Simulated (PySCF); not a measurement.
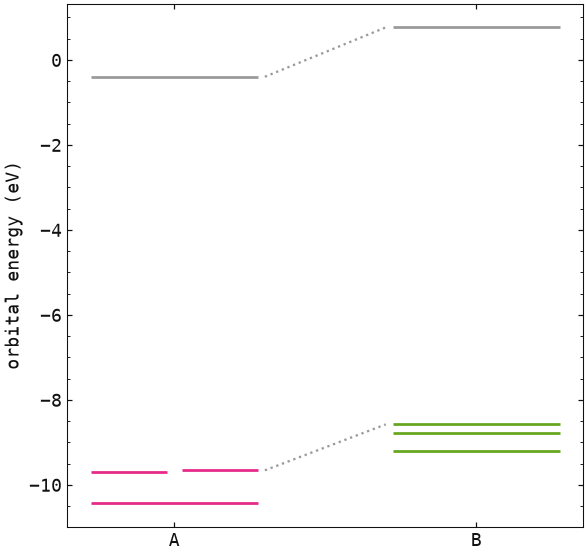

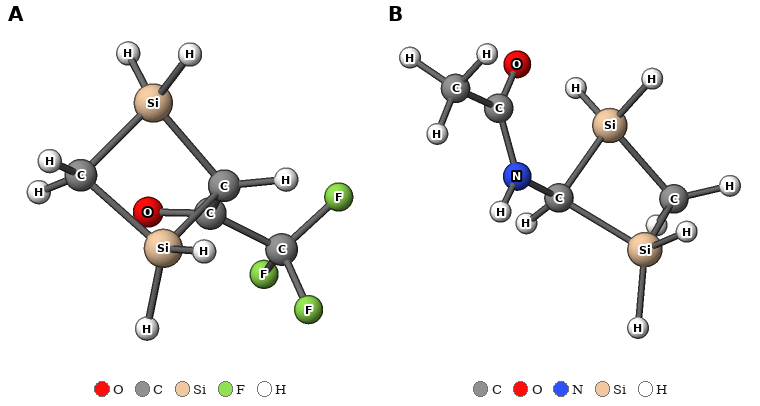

Related molecules: A is C₄H₇F₃OSi₂, SMILES O=C(C1[SiH2]C[SiH2]1)C(F)(F)F; B is C₄H₁₁NOSi₂, SMILES CC(=O)NC1[SiH2]C[SiH2]1. Frontier orbital energies, CAM-B3LYP/def2-SVPD in PySCF, at a PBE0-D3(BJ)/def2-SVP geometry (no frequency check); drawn are at most three filled levels and, in grey, the LUMO with any level within 0.03 eV of it; dotted lines join the HOMOs and the LUMOs.

**What does the change do to the frontier levels?**

From A to B the HOMO rises by 1.08 eV and the LUMO rises by 1.16 eV, so the separation goes from 9.26 to 9.34 eV.

**Does the ΔSCF ionisation energy follow the HOMO?**

A: −ε(HOMO) 9.66, ΔSCF 11.08 eV; B: −ε(HOMO) 8.58, ΔSCF 9.18 eV.

Limits of at least one run: empty levels above zero depend strongly on the basis; one conformer of a flexible molecule.
